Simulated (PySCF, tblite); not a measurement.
**C₆H₆FOS radical: geometry, infrared bands and EPR parameters**

Wanted: the infrared bands and EPR parameters of C₆H₆FOS radical (`[H]/[C]=C\C1=C[S@@](=O)[C@H](F)C1`), by calculation.

Computed with tblite 0.8.0 and PySCF 2.14.0, with density-fitted response routines of our own, on a single molecule in the gas phase. Atoms are numbered from 0 throughout.

### 1 The molecule as given

15 atoms, charge 0, multiplicity 2; geometry from: force field or distance geometry start.

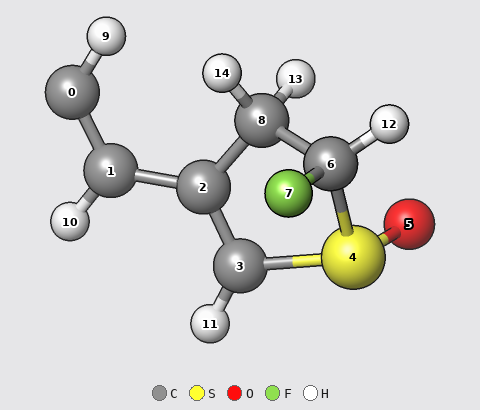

As it starts; carbon grey, sulfur yellow, oxygen red, fluorine green, hydrogen white, atoms numbered.

### 2 Relaxing the molecule with GFN2-xTB

Job settings and geometry (Å):

```
{"job": {"kind": "relax", "xc": "GFN2-xTB", "basis": "xTB"}, "charge": 0, "multiplicity": 2}
C      2.750900    -0.419900     0.247700
C      1.941200     0.611300     0.001900
C      0.488500     0.450300    -0.104300
C     -0.298200     1.496200    -0.353000
S     -1.986600     0.860500    -0.402200
O     -2.273300     0.427500    -1.847000
C     -1.589500    -0.628600     0.569500
F     -1.476700    -0.293300     1.924800
C     -0.194400    -0.828600     0.013000
H      2.397800    -1.432400     0.377500
H      2.408800     1.573500    -0.095200
H     -0.010200     2.517800    -0.475900
H     -2.288900    -1.447300     0.391900
H     -0.252400    -1.384200    -0.975500
H      0.378600    -1.494800     0.704800
```

Launch:

```bash
> OMP_NUM_THREADS=1 python probes_run.py task.json out
```

The driver reads the jobs from task.json and runs them one after another.

**Question.** This job is followed by: GFN2-xTB harmonic vibrations, gas phase; UKS B3LYP, pcH-1 on C F H O S, non-relativistic, mean-field spin-orbit, GIAO. Predict these results of the whole session: strongest single infrared mode (GFN2-xTB); zero-point energy (GFN2-xTB); g(iso) (B3LYP); ⟨S²⟩; largest a(iso); surface potential, least and greatest.

**Answer**, as computed:

```
                                 quantity                  value
strongest single infrared mode (GFN2-xTB)  1138 cm⁻¹, 324 km/mol
             zero-point energy (GFN2-xTB)          63.4 kcal/mol
                           g(iso) (B3LYP)                2.00207
                                     ⟨S²⟩     0.763 (exact 0.75)
                           largest a(iso)   13C on C0, 329.2 MHz
    surface potential, least and greatest     -1.99 V and 1.55 V
```

What this shows: The optimisation took 56 steps and gained 0.719 eV; among the close pairs (by a distance rule), S4–O5 changed most, from 1.535 to 1.462 Å. All 39 modes are real, so the xTB geometry is a minimum. The strongest single mode, at 1138 cm⁻¹, moves mainly O5 and S4. Unscaled tight-binding wavenumbers are off by several per cent, some by more. Its intensities can rank the bands wrongly. C0 carries the largest spin population, 1.06 e. The isotropic g lies 0.2 ppt below the free-electron value.
